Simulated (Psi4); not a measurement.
**SiNH4 (SMILES N[SiH2]): UBLYP/aug-cc-pVDZ**

What is the vertical electron affinity of SiNH4 at UBLYP/aug-cc-pVDZ? 

Program for the calculation: Psi4 1.11.

4 further runs of the same task are left out: 4 that didn't finish.

**1. The system as given**

SiNH4: 6 atoms, total charge 0, spin state doublet. SMILES: `N[SiH2]`. The shape is that of a PBE0-D4/def2-TZVP optimisation. This is one conformer, not always the lowest.

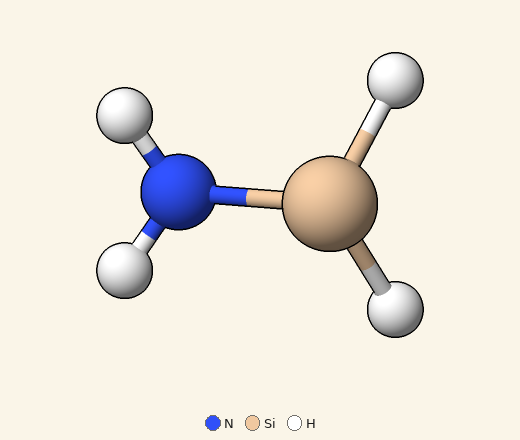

Viewed from a chosen angle; nitrogen blue, silicon light orange, hydrogen white.

**2. Energy and forces at UBLYP/aug-cc-pVDZ**

Contents of h4nsi.xyz:

```xyz
6
H4NSi
N     -0.062300    -0.863500     0.020900
Si     0.307400     0.815300     0.161600
H      0.565000    -1.475900    -0.476400
H     -0.503600    -1.346500     0.787600
H      0.657400     1.307800    -1.204100
H     -0.921600     1.498900     0.664300
```

Contents of run.py:

```python
import psi4

psi4.set_memory('1600 MB')
psi4.set_num_threads(1)
psi4.set_output_file('output.dat', False)

with open('h4nsi.xyz') as f:
    atoms = ''.join(f.readlines()[2:])
mol = psi4.geometry('0 2\n' + atoms + 'symmetry c1\nno_reorient\nno_com')

psi4.set_options({
    'reference': 'uks',
    'puream': True,
    'e_convergence': 1e-09,
    'd_convergence': 1e-08,
    'scf_type': 'pk',
    'dft_radial_points': 99,
    'dft_spherical_points': 590,
    'maxiter': 200,
})

E, wfn = psi4.gradient('blyp/aug-cc-pVDZ', molecule=mol, return_wfn=True)
psi4.oeprop(wfn, 'QUADRUPOLE', 'MULLIKEN_CHARGES', 'DIPOLE', title='BLYP')
print('gradient / Eh bohr^-1')
print(E.np.round(6))
print(f'energy = {wfn.energy():.10f} Eh')
```

Command:

```
$ python run.py
```

output.dat:

```text
[...]
  Running in c1 symmetry.
[...]
  Nuclear repulsion =   57.591071215368189
[...]
  Multiplicity = 2
[...]
  Nalpha       = 13
  Nbeta        = 12
[...]
    Number of basis functions: 86
[...]
   @UKS iter   1:  -346.13594421304384    1.93892e-02   1.15645e-02 ADIIS/DIIS
[...]
   @UKS iter  13:  -346.59329517488749   -6.82121e-13   3.60947e-09 DIIS
[...]
   @S^2 Observed:                7.517471622E-01
[...]
  @UKS Final Energy:  -346.59329517488749
   => Energetics <=
    Nuclear Repulsion Energy =             57.5910712153681885
    One-Electron Energy =                -591.9861865617262993
    Two-Electron Energy =                 217.0646758672936301
    DFT Exchange-Correlation Energy =     -29.2628556958230206
    Empirical Dispersion Energy =           0.0000000000000000
    VV10 Nonlocal Energy =                  0.0000000000000000
    Total Energy =                       -346.5932951748874871
[...]
  -Total Gradient:
     Atom            X                  Y                   Z
    ------   -----------------  -----------------  -----------------
       1        0.007541148906     0.012097612793     0.005128117259
       2       -0.010695982362    -0.022177176363    -0.006803456003
       3       -0.006573285129     0.007735024679     0.005554107826
       4        0.005087731225     0.006318761751    -0.008239894041
       5       -0.000979469129    -0.001593096835     0.006095296910
       6        0.005621092870    -0.002380997728    -0.001733139549
[...]
 Multipole Moments:
 ------------------------------------------------------------------------------------
     Multipole            Electronic (a.u.)      Nuclear  (a.u.)        Total (a.u.)
 ------------------------------------------------------------------------------------
 L = 1.  Multiply by 2.5417464519 to convert [e a0] to [Debye]
 Dipole X            :         -6.8731778            6.9252793            0.0521015
 Dipole Y            :        -10.7424266           10.1175937           -0.6248329
 Dipole Z            :         -4.0118469            4.1197919            0.1079450
 Magnitude           :                                                    0.6362255
 L = 2.  Multiply by 1.3450342976 to convert [e a0^2] to [Debye ang]
 Quadrupole XX       :        -28.5580170           11.4433164          -17.1147006
 Quadrupole XY       :        -12.0553035           11.4555218           -0.5997818
[...]
  Mulliken Charges: (a.u.)
   Center  Symbol    Alpha    Beta     Spin     Total
       1     N     3.59465  3.43645  0.15820 -0.03110
       2    SI     7.59640  6.85582  0.74058 -0.45222
       3     H     0.54968  0.55696 -0.00728 -0.10664
       4     H     0.54968  0.55695 -0.00727 -0.10664
       5     H     0.35477  0.29688  0.05789  0.34835
       6     H     0.35482  0.29694  0.05787  0.34824
   Total alpha = 13.00000, Total beta = 12.00000, Total charge =  0.00000
```

The script printed:

```text
Memory set to   1.490 GiB by Python driver.
  Threads set to 1 by Python driver.
gradient / Eh bohr^-1
[[ 0.007541  0.012098  0.005128]
 [-0.010696 -0.022177 -0.006803]
 [-0.006573  0.007735  0.005554]
 [ 0.005088  0.006319 -0.00824 ]
 [-0.000979 -0.001593  0.006095]
 [ 0.005621 -0.002381 -0.001733]]
energy = -346.5932951749 Eh
```

Wall time 75 s (1 thread of Intel Xeon Platinum 8488C (Sapphire Rapids), shared host); peak memory 0.84 GiB.

**3. The singlet anion, same level**

Contents of job.inp:

```
memory 1600 MB

molecule system {
  -1 1
  N     -0.062300    -0.863500     0.020900
  Si     0.307400     0.815300     0.161600
  H      0.565000    -1.475900    -0.476400
  H     -0.503600    -1.346500     0.787600
  H      0.657400     1.307800    -1.204100
  H     -0.921600     1.498900     0.664300
  symmetry c1
}

set {
  basis                aug-cc-pVDZ
  puream               true
  e_convergence        1e-09
  d_convergence        1e-08
  scf_type             pk
  dft_radial_points    99
  dft_spherical_points 590
}

e, wfn = gradient('blyp', return_wfn=True)
```

Command:

```
$ psi4 -n 1 job.inp job.out
```

job.out:

```text
[...]
  Running in c1 symmetry.
[...]
  Nuclear repulsion =   57.591071215368189
[...]
  Multiplicity = 1
[...]
  Nalpha       = 13
  Nbeta        = 13
[...]
    Number of basis functions: 86
[...]
   @RKS iter   1:  -345.97723333510038    1.78100e-01   1.25469e-02 ADIIS/DIIS
[...]
   @RKS iter  13:  -346.60048746568975   -1.33582e-11   9.70239e-09 DIIS
[...]
    Orbital Energies [Eh]
    ---------------------
    Doubly Occupied:
       1A    -65.284096     2A    -13.822945     3A     -4.848713
       4A     -3.269332     5A     -3.267942     6A     -3.265821
       7A     -0.588627     8A     -0.277056     9A     -0.264792
      10A     -0.151521    11A     -0.101974    12A     -0.064033
      13A      0.072879
[...]
  @RKS Final Energy:  -346.60048746568975
   => Energetics <=
    Nuclear Repulsion Energy =             57.5910712153681885
    One-Electron Energy =                -597.0769023269696163
    Two-Electron Energy =                 222.3129371303795381
    DFT Exchange-Correlation Energy =     -29.4275934844678417
    Empirical Dispersion Energy =           0.0000000000000000
    VV10 Nonlocal Energy =                  0.0000000000000000
    Total Energy =                       -346.6004874656897528
[...]
 Multipole Moments:
 ------------------------------------------------------------------------------------
     Multipole            Electronic (a.u.)      Nuclear  (a.u.)        Total (a.u.)
 ------------------------------------------------------------------------------------
 L = 1.  Multiply by 2.5417464519 to convert [e a0] to [Debye]
 Dipole X            :          0.1028453           -0.7994702           -0.6966249
 Dipole Y            :         -0.3038092           -0.8710430           -1.1748522
 Dipole Z            :          0.1178271           -0.5862640           -0.4684368
 Magnitude           :                                                    1.4439519
[...]
  -Total Gradient:
     Atom            X                  Y                   Z
    ------   -----------------  -----------------  -----------------
       1        0.024697575205     0.039061345692     0.016870626283
       2       -0.046504149427    -0.041093155858    -0.035125742548
       3       -0.006974517172     0.006317308037     0.002186103015
       4        0.001580238476     0.005279958853    -0.007927458595
       5        0.009014811977    -0.004233327045     0.017436764463
       6        0.018187207967    -0.005331884147     0.006560668873
[...]
```

Run time: 56 s. Hardware: 1 thread of Intel Xeon Platinum 8488C (Sapphire Rapids), shared host; peak memory 0.85 GiB.

**4. Summary of results**

Level: UBLYP/aug-cc-pVDZ.

| quantity | value |
| --- | --- |
| doublet SiNH4: total energy | -346.59330 Eh |
| doublet SiNH4: dipole moment | 1.62 D |
| doublet SiNH4: HOMO energy (highest over α and β) | -4.02 eV |
| doublet SiNH4: LUMO energy (lowest over α and β) | -2.76 eV |
| doublet SiNH4: ⟨S²⟩ | 0.752 |
| doublet SiNH4: largest force on an atom | 1.314 eV/Å |
| singlet anion: total energy | -346.60049 Eh |
| singlet anion: HOMO energy | 1.98 eV |
| singlet anion: LUMO energy | 2.49 eV |
| singlet anion: HOMO–LUMO gap (to an unbound level, set by the basis) | 0.51 eV |
| singlet anion: largest force on an atom | 3.667 eV/Å |
| vertical electron affinity (to the singlet anion) | 0.196 eV |

**Reading.** At fixed nuclei the extra electron is bound by 0.20 eV (4.5 kcal/mol). The largest force (doublet SiNH4) is 1.31 eV/Å: the shape isn't a stationary point for this species at this level. The HOMO (singlet anion) lies at positive energy, 1.98 eV, as semi-local functionals often give for anions; only total energies tell whether the electron is bound.
